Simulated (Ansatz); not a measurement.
The compound is BeAl₂Cl₃ (space group P-3m1, No. 164), taken as coordinates from a relaxation with Ansatz, DFT PBE, scalar-relativistic, plane waves, PAW; the starting structure was generated, so it need not be a known form of this composition.

```yaml
crystal:
  lattice:
    - [3.19775, 0.00000, 0.00000]
    - [-1.59887, 2.76933, 0.00000]
    - [0.00000, 0.00000, 14.99495]
  atoms:
    - { symbol: Be, position: [0.00000, 0.00000, 0.50000] }
    - { symbol: Al, position: [0.33333, 0.66667, 0.85637] }
    - { symbol: Al, position: [0.66667, 0.33333, 0.14363] }
    - { symbol: Cl, position: [0.66667, 0.33333, 0.58471] }
    - { symbol: Cl, position: [0.00000, 0.00000, 0.00000] }
    - { symbol: Cl, position: [0.33333, 0.66667, 0.41529] }
```

Bonds are taken as Al–Cl below 3.2 Å and Be–Cl below 2.5 Å; no other contact counts. Simplification: prune 0- and 1-connected atoms, fold 2-connected ones into links.

What net does this leave?

The result is a binodal (3,6)-connected, two-periodic (layers) net: Al and Cl(2d) are 3-connected nodes; Be and Cl(1a) are 6-connected nodes, in the ratio 2:1. It is the kgd net, known from the layers of CdI2 (1T type). The layers lie parallel to (001).

```csv
node,links,point symbol,coordination sequence
Al and Cl(2d),3,4³,3 12 9 24
Be and Cl(1a),6,4⁶·6⁶·8³,6 6 18 12
```

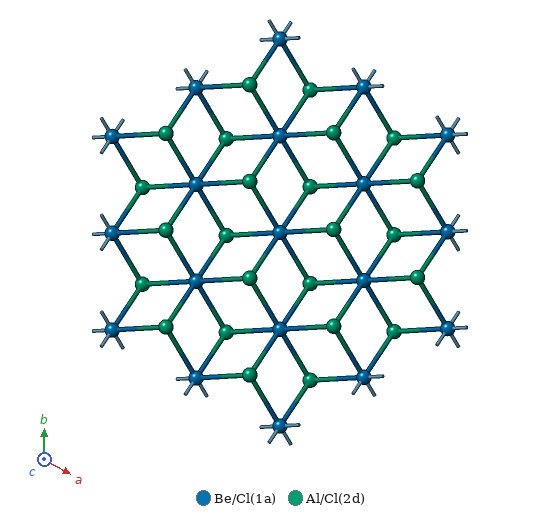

Nodes are coloured by topological kind. One layer is drawn. Short stubs are edges that leave the cut-out.
